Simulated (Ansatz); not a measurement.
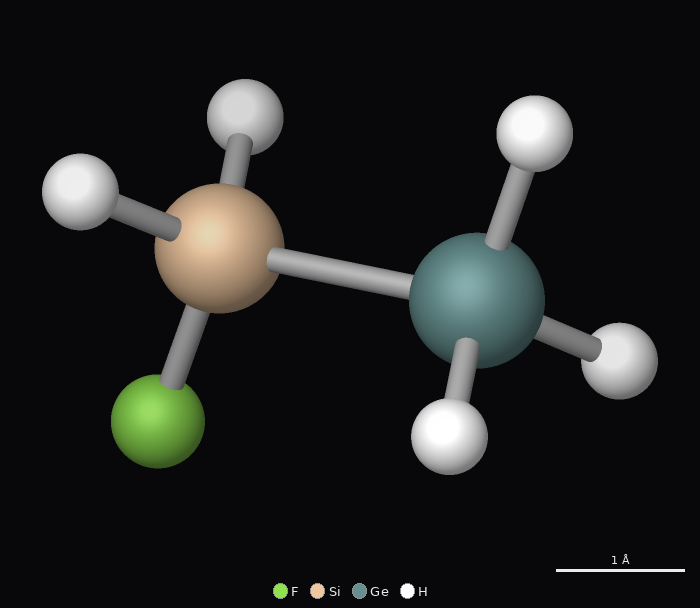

Identify the structure.

The molecule is FGeH5Si. Its SMILES string is `F[SiH2][GeH3]`. Among its groups: Si–H bond. The point group is Cs. Coordination: 1 Si tetrahedral; 1 Ge tetrahedral.

The parts below concern this one geometry. Atoms keep their numbers from picture to picture. The computed structure is the end point of a PBE0-D4/def2-TZVP optimisation.

### Shape

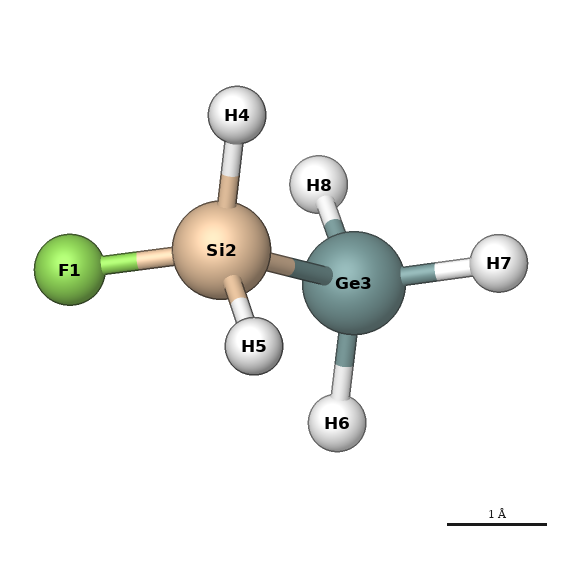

Numbered structure.

Which atoms are bonded, and how long are the bonds?

```tsv
bond	length (Å)
F1–Si2	1.606
Si2–Ge3	2.380
Si2–H4	1.485
Si2–H5	1.485
Ge3–H6	1.536
Ge3–H7	1.539
Ge3–H8	1.536
```

### Vibrations

Harmonic vibrations computed with RKS PBE0-D4/def2-TZVP (Ansatz 0.2.0) at a stationary point of the same level.

How many vibrational modes are there, and where do they lie?

Answer. 18 modes: 85, 154, 345, 349, 465, 582, 735, 779, 852, 873, 880, 906, 950, 2145, 2156, 2160, 2225, 2234 cm⁻¹.

### Levels of theory compared

Program: Ansatz 0.2.0.

Tabulate dipole (D), HOMO energy (eV) at these levels: B3LYP-D4/def2-TZVPP; PBE-D4/def2-TZVPP; r2SCAN-D4/def2-TZVPP; ωB97M-V/def2-TZVPP.

| level | dipole (D) | HOMO energy (eV) |
| --- | --- | --- |
| B3LYP-D4/def2-TZVPP | 1.17 | −8.13 |
| PBE-D4/def2-TZVPP | 1.09 | −7.15 |
| r2SCAN-D4/def2-TZVPP | 1.12 | −7.45 |
| ωB97M-V/def2-TZVPP | 1.15 | −10.38 |

### Thermal motion

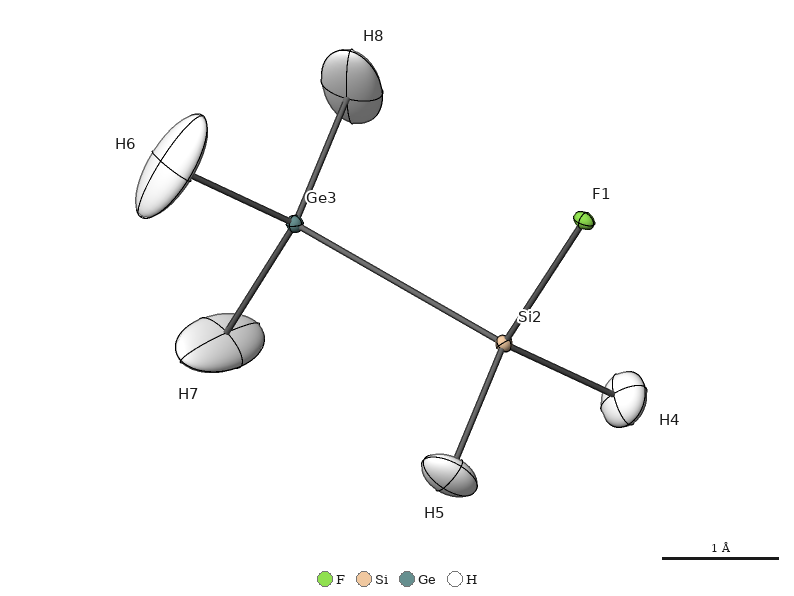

Displacement ellipsoids at the 50 % level, from the internal vibrations of the free molecule (harmonic, no overall translation or rotation; no half-axis is drawn under 0.075 Å). Vibrations computed with RKS PBE0-D4/def2-TZVP (Ansatz 0.2.0). Temperature: 100 K.

Give the displacement parameters, one line for each set of equivalent atoms.

```
  atom  U_eq (Å²)   rms amplitudes (Å)
    F1     0.0023  0.025, 0.042, 0.067
   Si2     0.0010  0.028, 0.031, 0.037
   Ge3    0.00017  0.005, 0.008, 0.021
H4, H5     0.0201  0.090, 0.152, 0.170
H6, H8     0.0502  0.088, 0.179, 0.333
    H7     0.0540  0.089, 0.182, 0.348
```

### Charges

The questions are on Mulliken charges. Properties computed with RKS ωB97M-V/def2-TZVPP (Ansatz 0.2.0).

Which atom carries the highest charge (most positive or least negative)?

Answer. Si2 (0.43 e).

And the lowest?

Answer. F1 (−0.32 e).

List the Mulliken charges.

| atom | value (e) |
| --- | --- |
| F1 | −0.32 |
| Si2 | 0.43 |
| Ge3 | −0.10 |
| H4 | −0.04 |
| H5 | −0.04 |
| H6 | 0.02 |
| H7 | 0.02 |
| H8 | 0.02 |

Mulliken values depend strongly on the basis set and can even reverse the polarity of a bond.
